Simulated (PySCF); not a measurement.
C3H6FO, charge −1, SMILES `[F-].CC(C)=O`.

Method: PBE0/def2-SVPD; geometry: GFN2-xTB; program: PySCF.

Geometry (Å), atoms numbered from 1:

```
F1      -2.5713    0.1324    0.4032
C2       0.8879    1.3543   -0.1577
C3       0.8566   -0.1620   -0.0368
C4      -0.2759   -0.7816   -0.7205
O5       1.6946   -0.7619    0.6315
H6       1.6697    1.7752    0.4718
H7       1.0610    1.6469   -1.1930
H8      -0.0824    1.7378    0.1487
H9      -0.2204   -1.8669   -0.7247
H10     -1.2326   -0.4638   -0.1692
H11     -0.4218   -0.3900   -1.7245
```

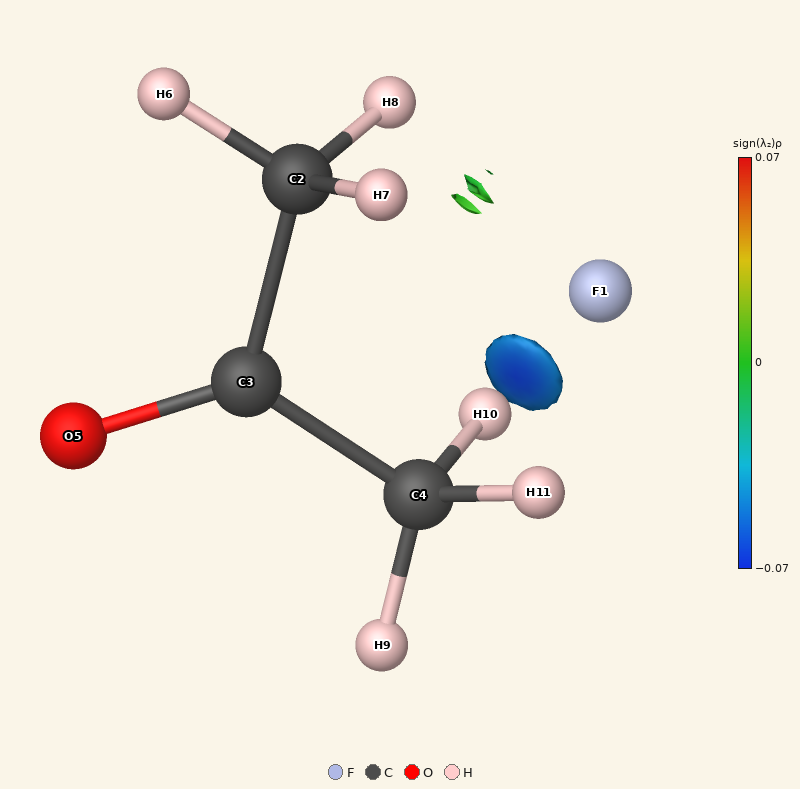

Non-covalent interaction surfaces between the fragments (reduced density gradient s = 0.4, coloured by sign(λ₂)ρ in a.u.; trimmed to the region between the fragments where ρ is under 0.1 a.u.). Fragment A: F(−1) (atom 1); fragment B: H6C3O.

Q: Which interactions hold the two fragments together?

A: Bond critical points between the fragments: F1···H10, weak C–H hydrogen bond, 1.57 Å, ρ = 0.060 a.u. It appears blue (attractive, sign(λ₂)ρ well below zero). The pose is a local one from a semi-empirical search, not shown to be the most stable. With a charged fragment, long-range electrostatics, which these surfaces don't show, weighs heavily in the interaction energy.

Q: How strongly are they bound?

A: The counterpoise-corrected interaction energy of the frozen fragments is −23.7 kcal/mol without dispersion correction and −24.2 kcal/mol with D3(BJ). The pair geometry is semi-empirical, not a minimum at this level.
